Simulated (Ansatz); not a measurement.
## Correcting a cheap level on B-containing molecules

The atomisation energy (no zero-point term) in kJ/mol of 8 B-containing molecules: x at B2PLYP/def2-TZVPP, y at CCSD(T)/CBS estimate. Shapes, held fixed at every level: PBE0-D4/def2-TZVP. Flexible molecules stand in one conformer, not always the lowest. Programs: Ansatz 0.2.0.

| molecule | x (kJ/mol) | y (kJ/mol) |
| --- | --- | --- |
| B2H6S2 (SMILES [BH2-]1[SH+][BH2-][SH+]1) | 3177 | 3209 |
| C2H9BS (SMILES [BH3-][S+](C)C) | 4465 | 4505 |
| C2H9BO (SMILES [BH3-][O+](C)C) | 4575 | ? |
| C4H4BN (SMILES b1ccccn1) | 4655 | 4644 |
| BH(CH3)2(OH2) | 4707 | 4749 |
| BH(CH3)2(PH3) | 4763 | 4796 |
| C3H11BO (SMILES C[OH+][BH-](C)C) | 5887 | 5937 |
| C4H12B2Cl2 (SMILES C[B-]1(C)[Cl+][B-](C)(C)[Cl+]1) | 7561 | 7631 |

Fit y = c + s·x to the known rows and predict y for C2H9BO.


1. Means of the 7 rows: x = 5030.71, y = 5067.3.
2. Σ(Δx)² = 11209483, Σ(Δx·Δy) = 11329173, so the slope is 11329173/11209483 = 1.0107.
3. Intercept: 5067.3 − (1.0107) × 5030.71 = -17.2. The largest residual of the fit is 44.
4. C2H9BO: -17.2 + 1.0107 × 4575 = 4607 kJ/mol.

CCSD(T)/CBS estimate gives 4611 kJ/mol, so the prediction is off by -4 kJ/mol, within the largest residual. The largest residual belongs to C4H4BN, which stands apart and tilts the line. Uncorrected, B2PLYP/def2-TZVPP misses it by -36 kJ/mol, and the other rows by 40 on average. The line removes about 90 % of this miss. Left out in turn, the other rows are missed by 19 kJ/mol on average, so much of the error is systematic among these molecules. The CBS estimate extrapolates MP2 from def2-TZVPP and def2-QZVPP and adds CCSD(T) − MP2 in the triple-zeta set, cores frozen.

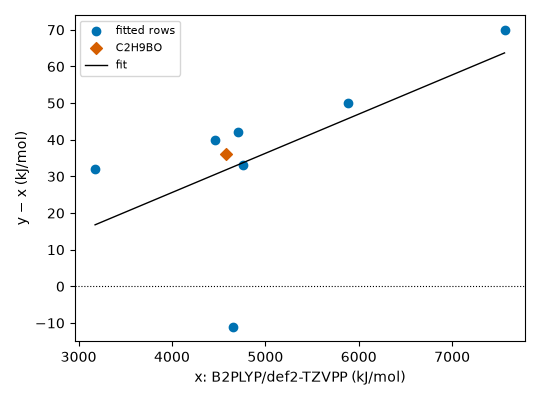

The correction y − x against x, with the fitted line and the withheld molecule.
